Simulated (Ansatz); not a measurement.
# SnH2Cl (SMILES [Cl][SnH2]): UBCCD(T)/STO-3G

What is the energy change on altering one bond length of SnH2Cl at UBCCD(T)/STO-3G? 

The results are computed with Ansatz 0.2.0.

51 further runs of the same task are left out: 15 that didn't finish, 36 set aside as unsound or not needed.

## (1) The molecule

The species is SnH2Cl (4 atoms), meant as a doublet with charge 0. SMILES: `[Cl][SnH2]`. The shape is that of a PBE0-D4/def2-TZVP optimisation.

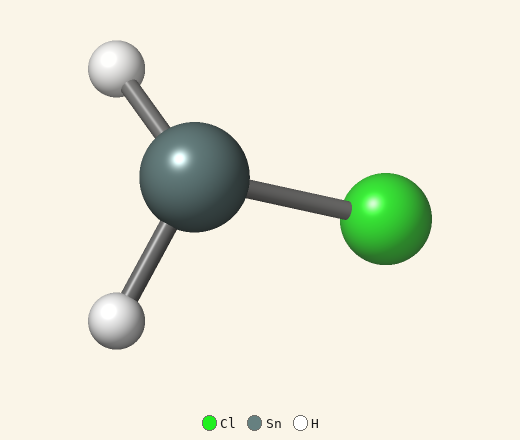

Viewed from a chosen angle; chlorine green, tin teal, hydrogen white.

## (2) A single-point energy at UBCCD(T)/STO-3G

Contents of molecule.yaml:

```yaml
crystal:
  periodic: [false, false, false]
  atoms:
    - {symbol: Cl, position_ang: [-1.882600, 0.398400, -0.585000]}
    - {symbol: Sn, position_ang: [0.380000, -0.179600, -0.397100]}
    - {symbol: H, position_ang: [0.412500, -1.500000, 0.709600]}
    - {symbol: H, position_ang: [1.145500, 1.221000, 0.252100]}
basis:
  gaussian: {orbitals: STO-3G}
total_charge: 0
magnetization: {spin_polarized: true, initial_magnetization: 1}
correlation: {method: bccd_t, frozen_orbitals: {Cl: 5, H: 0, Sn: 18}}
accuracy: high
scf: {omitted_lower_state_checks: [cluster_reference, increment]}
```

Command:

```bash
ansatz run molecule.yaml --threads 1 --pin off --max-ram 2610MiB --events-out events.jsonl --progress --plain --runs-dir runs
```

Standard output (excerpt; [...] marks lines left out):

```text
Warning: RAYON_NUM_THREADS=1 ignored (pool sized by the plan → 1); use --threads N
Functional definition: HF
  name "HF"
[...]
682 factors; integrals over basis functions are off by at most 5.9e-9 eV
[...]
mean field -174671.96909884 eV, -6419.0764674693 hartree, gradient 1.8e-8 eV, S^2 0.751642; 0 other end points of the search recorded, 0 dependent functions left out
23 core orbitals not correlated: weight in the atoms' cores, before any rotation towards them, 1.000 or more for the frozen orbitals, at most 0.000 for the correlated occupied ones
reference -174671.96909884 eV, -6419.0764674693 hartree; 12, 11 occupied and 3, 4 virtual orbitals, 682 factors
second order -0.82355086 eV of doubles, -0.00000000 eV of singles
cycle   1  -1.08384469 eV  change   -2.6e-1 eV  update   5.1e-2
[...]
cycle  21  -1.24543823 eV  change   -1.9e-9 eV  update   1.4e-9
perturbative correction -0.01767573 eV, -0.0006495711 hartree
Total energy: -174673.23221280 eV, -6419.1228860512 hartree
Checks for a lower state left out: cluster_reference, increment
```

It took 0.97 s on 1 thread of Arm Neoverse V2, shared host; peak memory 0.12 GiB.

## (3) The distorted shape, same level

Contents of input.yaml:

```yaml
basis:
  gaussian:
    orbitals: STO-3G
crystal:
  periodic: [false, false, false]
  atoms:
    - symbol: Cl
      position_ang: [-2.448240, 0.542898, -0.631974]
    - symbol: Sn
      position_ang: [0.380000, -0.179600, -0.397100]
    - symbol: H
      position_ang: [0.412500, -1.500000, 0.709600]
    - symbol: H
      position_ang: [1.145500, 1.221000, 0.252100]
magnetization:
  spin_polarized: true
  initial_magnetization: 1
scf:
  omitted_lower_state_checks: [cluster_reference, increment]
correlation:
  method: bccd_t
  frozen_orbitals: {Cl: 5, H: 0, Sn: 18}
accuracy: high
```

Command:

```bash
ansatz run input.yaml --threads 1 --pin off --max-ram 2610MiB --events-out events.jsonl --progress --plain --runs-dir runs
```

Standard output (excerpt; [...] marks lines left out):

```text
Warning: RAYON_NUM_THREADS=1 ignored (pool sized by the plan → 1); use --threads N
[... 2 set-up lines as earlier in the session ...]
[...]
669 factors; integrals over basis functions are off by at most 1.1e-8 eV
[...]
mean field -174670.17669955 eV, -6419.0105980102 hartree, gradient 7.1e-9 eV, S^2 0.752658; 2 other end points of the search recorded, 0 dependent functions left out
23 core orbitals not correlated: weight in the atoms' cores, before any rotation towards them, 1.000 or more for the frozen orbitals, at most 0.000 for the correlated occupied ones
reference -174670.17669955 eV, -6419.0105980102 hartree; 12, 11 occupied and 3, 4 virtual orbitals, 669 factors
second order -0.93834408 eV of doubles, -0.00000000 eV of singles
cycle   1  -1.24171869 eV  change   -3.0e-1 eV  update   6.9e-2
[...]
cycle  28  -1.46968886 eV  change    1.1e-9 eV  update   2.2e-9
perturbative correction -0.02319207 eV, -0.0008522928 hartree
Total energy: -174671.66958047 eV, -6419.0654603723 hartree
Checks for a lower state left out: cluster_reference, increment
```

Wall time 1.3 s (1 thread of Arm Neoverse V2, shared host); peak memory 0.12 GiB.

## (4) Outcome

Level: UBCCD(T)/STO-3G, 23 core orbitals frozen.

| quantity | value |
| --- | --- |
| first shape: total energy | -6419.12289 Eh |
| first shape: correlation energy (23 core orbitals frozen) | -46.4 mEh |
| first shape: (T) correction | -0.65 mEh |
| first shape: ⟨S²⟩ of the reference determinant | 0.752 |
| distorted shape: total energy | -6419.06546 Eh |
| distorted shape: correlation energy (23 core orbitals frozen) | -54.9 mEh |
| distorted shape: (T) correction | -0.85 mEh |
| distorted shape: ⟨S²⟩ of the reference determinant | 0.753 |
| energy change with the Cl1–Sn2 bond stretched from 2.343 to 2.928 Å | 1.563 eV |

In words: With the Cl1–Sn2 bond stretched from 2.343 to 2.928 Å the energy rises by 1.56 eV (151 kJ/mol). The first shape isn't relaxed at this level, so the change isn't measured from a minimum. The minimal basis adds a large error of its own. The triples (first shape) make up 1.4 % of the correlation energy. Relativity is left out (first shape) although the molecule holds a heavy atom. The triples (distorted shape) make up 1.6 % of the correlation energy. Relativity is left out (distorted shape) although the molecule holds a heavy atom.
